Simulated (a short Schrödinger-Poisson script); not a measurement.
Stack: gated Al0.3Ga0.7N/GaN polarisation-induced gas, at 300 K.

```csv
layer,material,thickness (nm),Na (cm⁻³)
1,Al0.3Ga0.7N,10,-
2,GaN,6000,1e14
```

Constants are typed, rounded textbook-type inputs, not results; the design itself was drawn at random and stands for no fabricated device. Al0.3Ga0.7N: permittivity 9.32, conduction-band edge (eV) 0.414, gap (eV) 4.021, electron mass (mₑ) 0.236, Nv at 300 K (cm⁻³) 4.6e19. GaN: permittivity 9.5, conduction-band edge (eV) 0, gap (eV) 3.43, Nv at 300 K (cm⁻³) 4.6e19.

Channel valleys (confinement mass, in-plane density-of-states mass, number): Γ 0.2, 0.2, 1. At the gate the conduction-band edge of layer 1 lies 1.23 eV − eVg above the Fermi level of the channel; the field vanishes at the back. Sheet of polarisation charge: +1.5e13 e/cm² at 10 nm from the gate. The barrier under the gate holds no holes. Gaps are held at their typed values at every temperature. Mesh 0.08 nm at interfaces.

From a short Schrödinger-Poisson script (our own, NumPy): 1D Poisson equation in equilibrium, electrons quantum, Hartree (BenDaniel-Duke, 40 states a valley, the channel's in-plane mass for all, wave functions free to enter the barrier), parabolic valleys, classical holes, full ionisation, no traps, pinning or gate leakage.

Only gate voltages with over 1e8 electrons/cm² are shown.

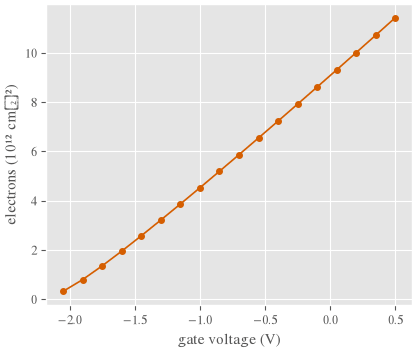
Fig. 1. Sheet density against gate voltage

```
Vg (V)  electrons (cm⁻²)  in the channel layer  C (μF/cm²)  Γ E0 (meV)  Γ E1 (meV)
------  ----------------  --------------------  ----------  ----------  ----------
0.5              1.14e13               1.04e13       0.761      -117.1         9.5
0.35             1.07e13               9.88e12       0.756      -109.8        12.1
0.2              1.00e13               9.30e12       0.752      -102.4        14.8
0.05             9.31e12               8.71e12       0.747       -95.0        17.4
-0.1             8.61e12               8.11e12       0.743       -87.5        20.1
-0.25            7.92e12               7.50e12       0.739       -79.9        22.8
-0.4             7.23e12               6.89e12       0.734       -72.3        25.5
-0.55            6.55e12               6.27e12       0.729       -64.5        28.3
-0.7             5.87e12               5.65e12       0.724       -56.5        31.1
-0.85            5.19e12               5.02e12       0.717       -48.3        34.1
-1               4.52e12               4.40e12       0.710       -39.9        37.2
-1.15            3.86e12               3.77e12       0.701       -31.0        40.6
-1.3             3.21e12               3.15e12       0.690       -21.4        44.3
-1.45            2.57e12               2.53e12       0.675       -11.0        48.5
-1.6             1.95e12               1.93e12       0.654         0.9        53.7
-1.75            1.35e12               1.34e12       0.621        15.4        60.7
-1.9             7.96e11               7.92e11       0.564        35.1        71.4
-2.05            3.19e11               3.18e11       0.438        67.2        92.3
```

Subbands count from the Fermi level.
